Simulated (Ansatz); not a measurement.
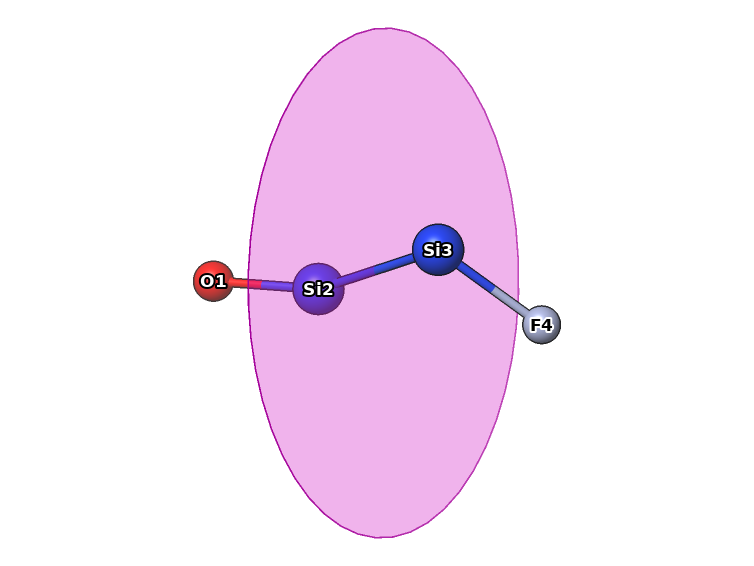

A disc through the centre of mass is drawn in. Depth is shown by fading: the farther an atom, the more it takes the colour of the background. State: charge −1, singlet. The geometry was computed by an optimisation with PBE0-D4/def2-TZVPD. No frequency run is at hand to confirm it as a minimum.

**Is the plane of the disc a mirror plane of the structure?**

No. The point group is Cs, with 1 mirror plane, and this plane isn't one of its mirror planes.
